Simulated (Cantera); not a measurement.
A closed system holds: 1 mol Pb, 8.8 mol N2, at 1027 °C.

Method: chemical equilibrium by Gibbs-energy minimisation in Cantera with the NASA 1993 tables (ideal gas, pure condensed phases). Candidate condensed phases: Pb; 4 gas species. Rates play no part.

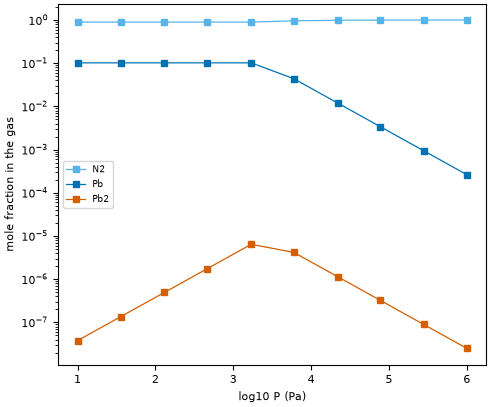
Figure. Equilibrium gas composition (values under 1e-9 drawn at 1e-9)

From 0.0750 Torr to 12.8 Torr nothing is condensed. From 45.0 Torr to 7500 Torr the condensed part is Pb(l). The main Pb-bearing gas is Pb throughout.
